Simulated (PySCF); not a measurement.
Consider C4H5NOS (SMILES COc1cscn1).

```json
{"atom": "C", "x (Å)": "-2.2765", "y (Å)": "-0.3929", "z (Å)": "-0.0402"}
{"atom": "O", "x (Å)": "-1.5588", "y (Å)": "0.7801", "z (Å)": "0.0805"}
{"atom": "C", "x (Å)": "-0.2268", "y (Å)": "0.5806", "z (Å)": "0.2913"}
{"atom": "C", "x (Å)": "0.5939", "y (Å)": "1.6292", "z (Å)": "0.4703"}
{"atom": "S", "x (Å)": "2.2529", "y (Å)": "1.0861", "z (Å)": "0.5920"}
{"atom": "C", "x (Å)": "1.7022", "y (Å)": "-0.5061", "z (Å)": "0.3488"}
{"atom": "N", "x (Å)": "0.4326", "y (Å)": "-0.6206", "z (Å)": "0.2862"}
{"atom": "H", "x (Å)": "-2.2071", "y (Å)": "-0.8591", "z (Å)": "-1.0413"}
{"atom": "H", "x (Å)": "-3.3443", "y (Å)": "-0.2078", "z (Å)": "0.1205"}
{"atom": "H", "x (Å)": "-1.9707", "y (Å)": "-1.1906", "z (Å)": "0.6866"}
{"atom": "H", "x (Å)": "0.3389", "y (Å)": "2.6310", "z (Å)": "0.3680"}
{"atom": "H", "x (Å)": "2.4738", "y (Å)": "-1.2392", "z (Å)": "0.4410"}
```

Geometry: GFN2-xTB, MD frame at 250 fs, 300 K.

Computed with PBE0/pcSseg-1, SCF density, gas phase, non-relativistic (PySCF 2.14.0).

Q: What will maps of the electron density and electron localisation function show?

A: C–N (1.28 Å): ρ is about 2.7 e/Å³ halfway; the ELF peaks at about 0.90 between the atoms (a covalent bond).
C–C (1.34 Å): ρ is about 2.3 e/Å³ halfway; the ELF peaks at about 0.95 between the atoms: a short, multiple covalent bond.
C–O (1.36 Å): ρ is about 2.3 e/Å³ halfway, with its minimum of 2 e/Å³ about 0.5 Å from C; the ELF peaks at about 0.90 between the atoms; a shared but strongly polarised pair.
C–S (1.70 Å): the density is about 1.5 e/Å³ at the midpoint; the ELF peaks at about 0.90 between the atoms; localised, covalent bonding.

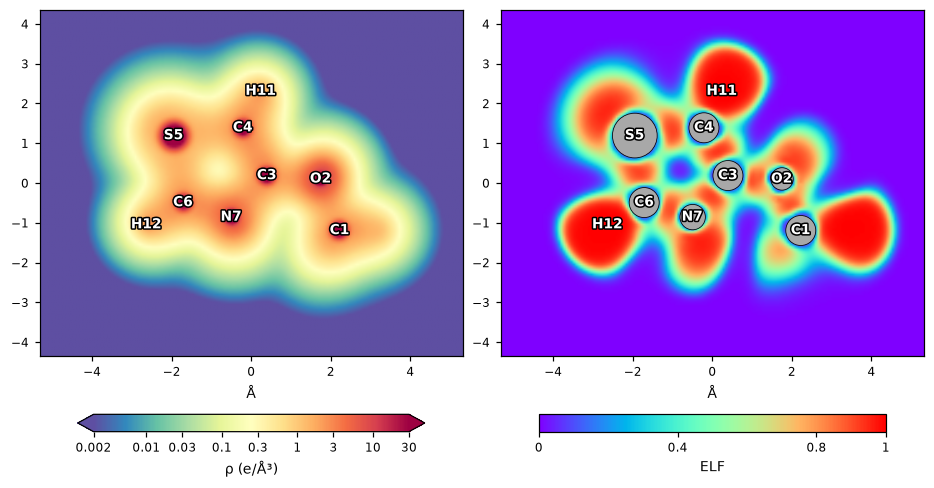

Computed electron density and electron localisation function on the plane of atoms C4, C3 and N7, in this order. Grey discs cover the atomic cores in the ELF map. 
